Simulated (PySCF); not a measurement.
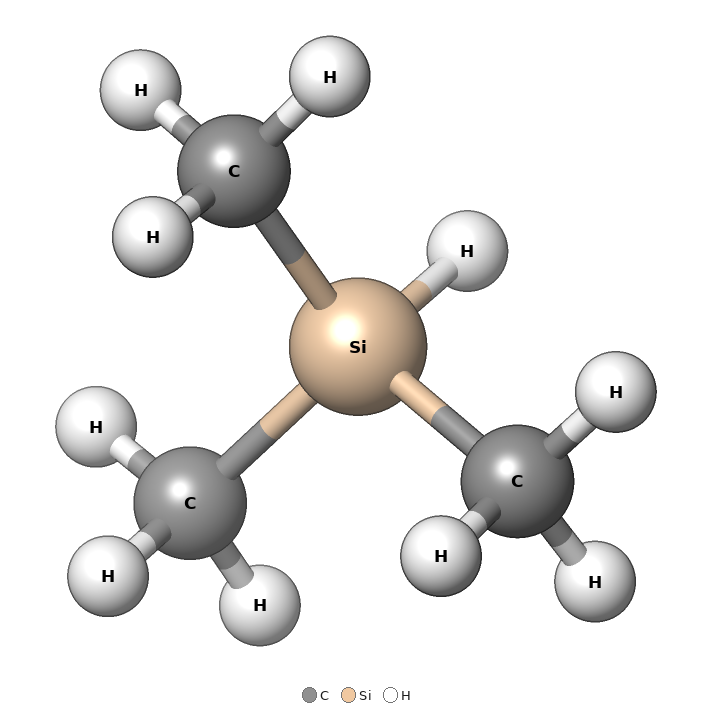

The picture shows a molecular structure as a ball-and-stick model. Every bond is drawn as one stick, whatever its order.

The computed structure is the end point of a PBE0-D3(BJ)/def2-SVP optimisation. No frequency run is at hand to confirm it as a minimum.

> Give the formula.

C3H10Si, 14 atoms: 3 carbon, 10 hydrogen and 1 silicon.

> Which point group does it belong to?

C3v.

More results for the same structure follow; atom numbers are the same in all pictures, views and colours differ.

Geometry

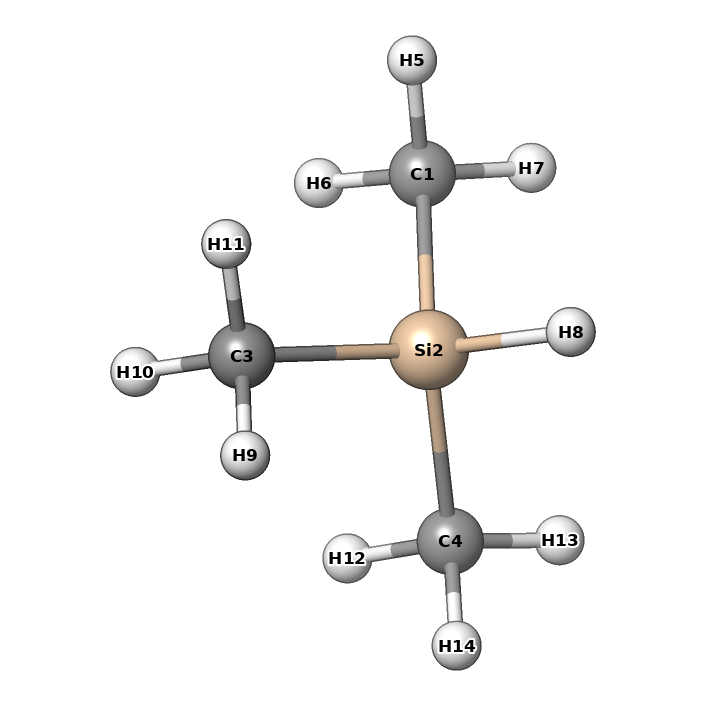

Numbered structure. No frequency run is at hand to confirm it as a minimum.

Estimate the angles Si2–C1–H5, C1–Si2–C3, C1–Si2–H8, Si2–C3–H9, Si2–C3–H10, Si2–C1–H6, Si2–C1–H7, Si2–C4–H14.

| angle | degrees |
| --- | --- |
| Si2–C1–H5 | 111.3 |
| C1–Si2–C3 | 110.2 |
| C1–Si2–H8 | 108.8 |
| Si2–C3–H9 | 111.2 |
| Si2–C3–H10 | 110.6 |
| Si2–C1–H6 | 110.7 |
| Si2–C1–H7 | 111.3 |
| Si2–C4–H14 | 111.3 |

Bond orders

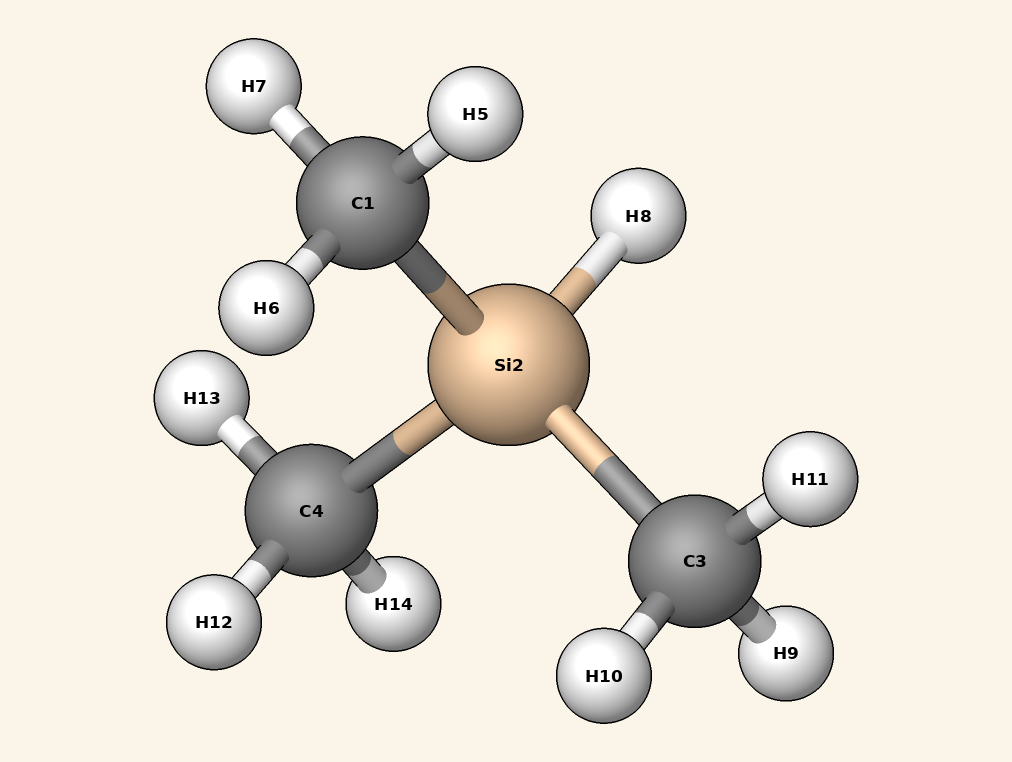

Every bond is drawn as one stick. No frequency run is at hand to confirm it as a minimum. Computed with PBE0/cc-pVTZ (PySCF 2.14.0).

List the Mayer bond orders of C1–H5, C1–Si2, Si2–H8, C3–H9, C3–H10, C1–H6, C1–H7, C4–H14 (one bond of each equivalent set). Atoms whose distances differ by more than 0.02 Å in this geometry are listed apart.

```tsv
bond	Mayer order	length (Å)
C1–H5	0.96	1.101
C1–Si2	1.01	1.882
Si2–H8	0.96	1.501
C3–H9	0.96	1.101
C3–H10	0.95	1.102
C1–H6	0.95	1.102
C1–H7	0.96	1.101
C4–H14	0.96	1.101
```

NMR shielding

The questions are on isotropic NMR shieldings of the H atoms. No frequency run is at hand to confirm it as a minimum. Method: GIAO PBE0/cc-pVTZ NMR shielding, non-relativistic, gas phase (PySCF 2.14.0).

> Which H atom is the most shielded (lowest chemical shift)?

H6, H10, H12 (31.34 to 31.35 ppm).

> Which H atom is the least shielded (highest chemical shift)?

H8 (26.93 ppm).

> How wide is the range of H shifts?

4.42 ppm.

Give the isotropic NMR shieldings of the H atoms atom by atom.

```json
{"atom": "H5", "σ (ppm)": "31.16"}
{"atom": "H6", "σ (ppm)": "31.34"}
{"atom": "H7", "σ (ppm)": "31.16"}
{"atom": "H8", "σ (ppm)": "26.93"}
{"atom": "H9", "σ (ppm)": "31.15"}
{"atom": "H10", "σ (ppm)": "31.35"}
{"atom": "H11", "σ (ppm)": "31.16"}
{"atom": "H12", "σ (ppm)": "31.35"}
{"atom": "H13", "σ (ppm)": "31.16"}
{"atom": "H14", "σ (ppm)": "31.15"}
```

Levels of theory compared

No frequency run is at hand to confirm it as a minimum. Program: PySCF 2.14.0.

Tabulate dipole (D) at these levels: B3LYP/def2-SVPD; BHandHLYP/def2-SVPD; CAM-B3LYP/def2-SVPD; HF/def2-SVPD; LDA/def2-SVPD; PBE/def2-SVPD; PBE0/IGLO-III; PBE0/aug-cc-pVDZ; PBE0/cc-pVDZ; PBE0/cc-pVTZ; PBE0/def2-SVPD; PBE0/pcSseg-0.

```csv
level,dipole (D)
B3LYP/def2-SVPD,0.55
BHandHLYP/def2-SVPD,0.53
CAM-B3LYP/def2-SVPD,0.54
HF/def2-SVPD,0.53
LDA/def2-SVPD,0.59
PBE/def2-SVPD,0.58
PBE0/IGLO-III,0.57
PBE0/aug-cc-pVDZ,0.57
PBE0/cc-pVDZ,0.62
PBE0/cc-pVTZ,0.59
PBE0/def2-SVPD,0.57
PBE0/pcSseg-0,0.46
```
